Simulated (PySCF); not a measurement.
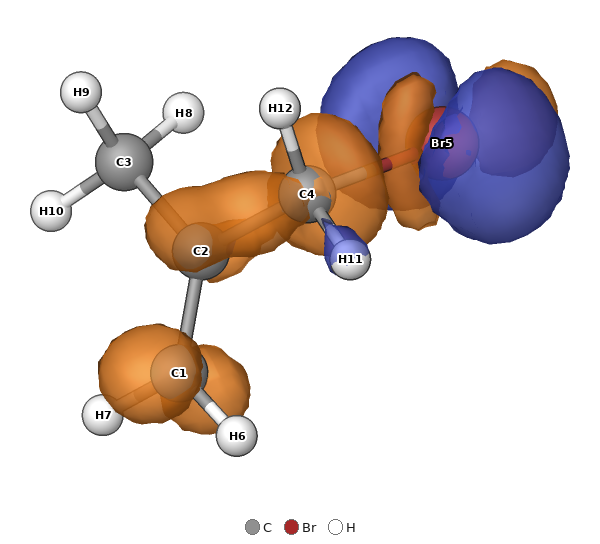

C₄H₇Br, SMILES `C=C(C)CBr`. Unrelaxed difference density of S₂ less the ground state (TDA singlet states), ±0.04 e/Å³; orange: gain, blue: loss.

PySCF calculation, B3LYP/6-311G**, gas phase; geometry: GFN2-xTB. No frequency check shows the geometry to be a minimum. GFN2-xTB bond lengths at metals and heavier atoms can be off by up to 0.1 Å and shapes distorted, which carries into these values. Without diffuse functions Rydberg states are missing, so the states' numbers hold for this basis only.

The calculation's input:

```python
import numpy as np
from pyscf import gto, scf, dft, tdscf
from pyscf.scf import atom_ks, atom_hf
from scipy.linalg import block_diag

def solve(mol, dm0=None, hcore=None):
    mf = (dft.UKS if mol.spin else dft.RKS)(mol, xc='b3lyp')
    mf.grids.level = 3
    mf = mf.density_fit(auxbasis='def2-universal-jkfit')
    mf.conv_tol, mf.max_cycle = 1e-8, 80
    if hcore is not None:
        mf.get_hcore = lambda *args: hcore
    mf.kernel(dm0)
    if not mf.converged:
        mf = mf.newton().run(mf.mo_coeff, mf.mo_occ, max_cycle=30)
    assert mf.converged, 'SCF not converged'
    return mf

mol = gto.M(atom='''
C      2.27077    -1.05711     0.41982
C      1.51931    -0.10802    -0.11797
C      1.81604     1.35251     0.01196
C      0.28776    -0.44490    -0.88975
Br    -1.33206     0.01911     0.14128
H      2.02987    -2.10247     0.32332
H      3.16216    -0.82264     0.97523
H      0.97478     1.86565     0.47814
H      1.97215     1.79648    -0.97144
H      2.70360     1.51680     0.61582
H      0.20649    -1.50964    -1.09953
H      0.20981     0.13207    -1.81078
''', basis='6-311g**', charge=0, spin=0, verbose=4)
mf = solve(mol)
td = mf.TDA()
td.nstates, td.singlet, td.conv_tol = 5, True, 1e-5
td.kernel()
td.analyze()
x, y = np.array([p[0] for p in td.xy]), np.array([p[1] + 0 * p[0] for p in td.xy])
f, mu = td.oscillator_strength(), td.transition_dipole()
nto = [td.get_nto(state=i + 1, verbose=4) for i in range(len(td.e))]
# spherically averaged free atoms, for the promolecule
atm = atom_ks.get_atm_nrks(mol, xc='b3lyp')
pro = block_diag(*[(atm[a[0]][2] * atm[a[0]][3]) @ atm[a[0]][2].T for a in mol._atom])
np.savez('result.npz', e=td.e, f=f, ok=td.converged, w=[n[0] for n in nto], nto=[n[1] for n in nto], x=x, y=y, c=mf.mo_coeff, occ=mf.mo_occ, eps=mf.mo_energy, pro=pro, mu=mu)
```

Launched as:

```sh
OMP_NUM_THREADS=1 python input.py
```

The run took 9.2 min on 1 thread of AMD EPYC (Zen 3), with other jobs on the host, peak memory 0.82 GiB.

Q: How does the charge move on excitation?

A: 0.75 e is displaced in all, of which about 0.5 e passes between atoms: Br5 (0.48 e) loses electrons and C4 (0.18 e) and C1 (0.16 e) gain them. The state: 5.58 eV (222 nm), f = 0.004; the leading pair carries 100 %; hole on Br5 (86 %), electron on Br5 (38 %), C4 (23 %) and C1 (16 %); their centroids lie 1.3 Å apart; S₁ lies within 0.1 eV of it.
